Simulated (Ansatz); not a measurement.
C3H3F5 (SMILES FC(F)CC(F)(F)F)

| atom | x (Å) | y (Å) | z (Å) |
| --- | --- | --- | --- |
| C | 0.3732 | 0.8316 | 0.5567 |
| C | 0.2082 | -0.1104 | -0.6132 |
| C | 1.4382 | -0.2402 | -1.4755 |
| F | 0.5258 | 2.0981 | 0.1226 |
| F | -0.7427 | 0.7806 | 1.3143 |
| F | 1.2575 | -1.1718 | -2.4129 |
| F | 2.5002 | -0.6041 | -0.7432 |
| F | 1.7479 | 0.8992 | -2.0894 |
| H | 1.2401 | 0.5754 | 1.1898 |
| H | -0.6279 | 0.2387 | -1.2358 |
| H | -0.0394 | -1.1095 | -0.2289 |

Geometry: PBE0-D3(BJ)/def2-SVP.

Level of theory: Ansatz, isolated molecule in a Gaussian basis; Kohn-Sham density functional theory, functional PBE0.

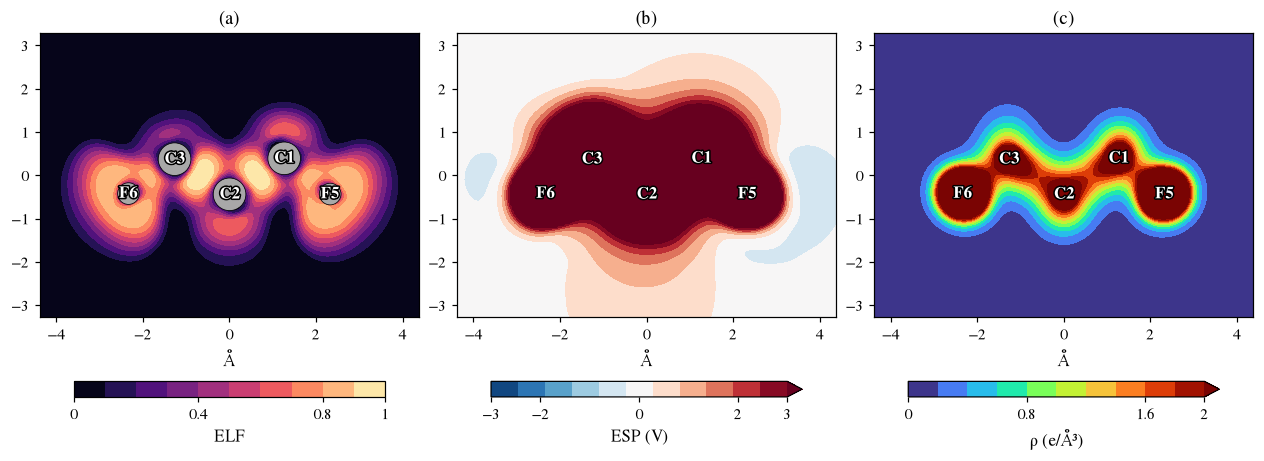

Figure 1. (a) electron localisation function; (b) molecular electrostatic potential; (c) electron density on the plane of atoms C1, C2 and C3. Grey discs cover the atomic cores in the ELF map.

### What do the fields say about this system?

- Atoms in the plane: C and F.
- C–F (1.35 Å): the density is about 2.3 e/Å³ at the midpoint, with its minimum of 1.8 e/Å³ about 0.5 Å from C; the ELF peaks at about 0.85 between the atoms: a shared but strongly polarised pair.
- C–C (1.51 Å): ρ at the midpoint is about 1.8 e/Å³; the ELF peaks at about 1 between the atoms: localised, covalent bonding.
- The ELF also peaks beside F5 and F6, away from the bonds: lone-pair regions.
- Outside the dense part of the molecule the potential is most negative (−0.5 V) near F5.

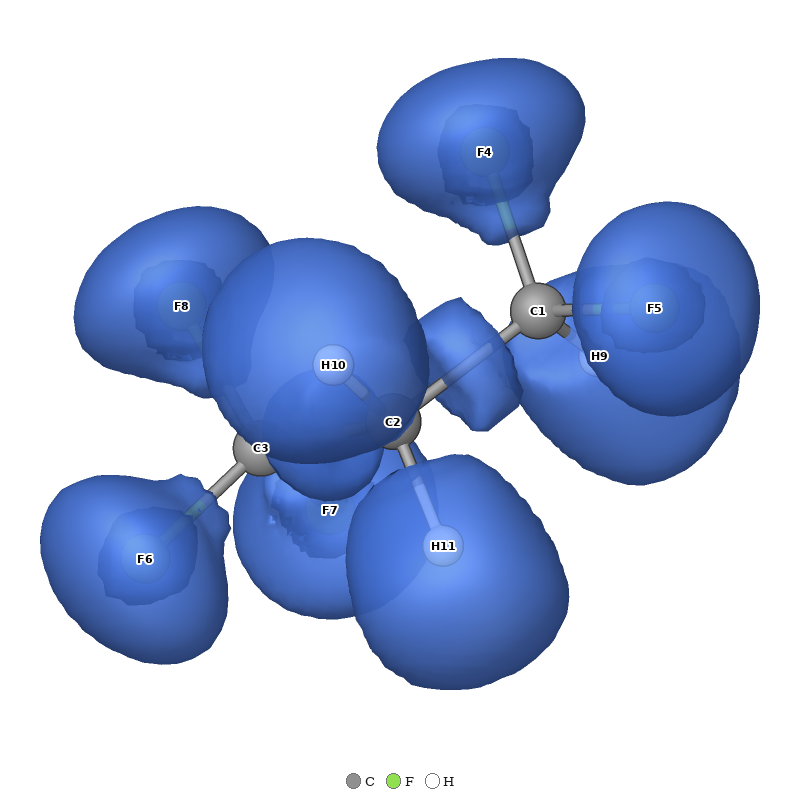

Figure 2. Isosurface of the ELF at 0.75 (blue), seen at an oblique angle. Only the valence region is drawn (cores and ρ < 0.01 e/Å³ removed).

### Describe the localisation domains.

At this value the surface marks out two regions between bonded C–C atoms (shared pairs), three regions around hydrogen nuclei and five regions on F in which the atom's valence shell and bonds are merged. Profiles from the grid: C–F (1.33 Å): the ELF peaks at about 0.85 between the atoms; a shared but strongly polarised pair.

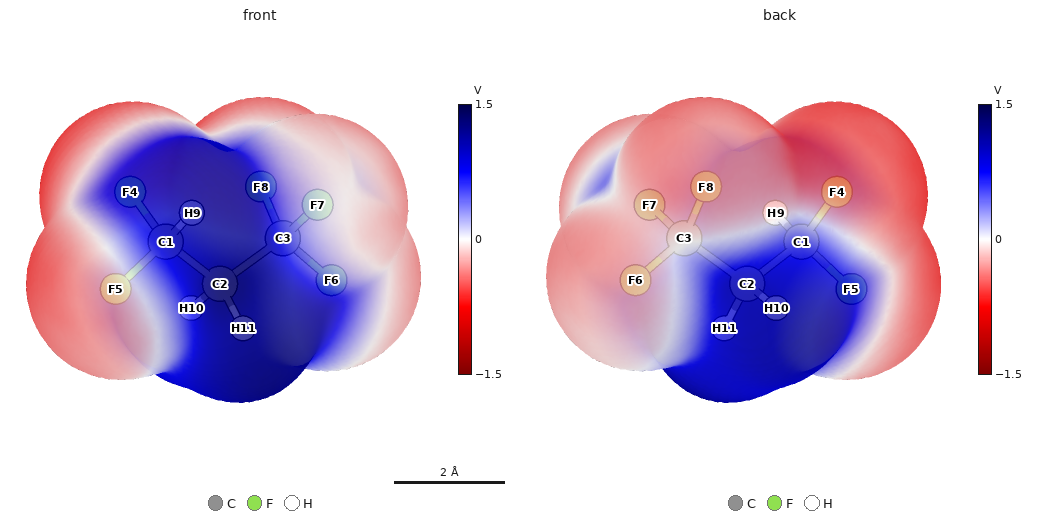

Figure 3. The electrostatic potential painted on the density surface at 0.001 e/bohr³, seen from the front and from behind; red is negative and blue positive.

### Which sites attract a positive test charge, and which a negative one?

A positive charge is drawn to the negative regions and a negative charge to the positive ones. The most negative region (about −0.6 V) lies over F4, F5 and F8, the most positive (about +1.3 V) over C1, C2 and H11.

### How polar is the molecule by this calculation?

Its dipole moment is 1.57 D.
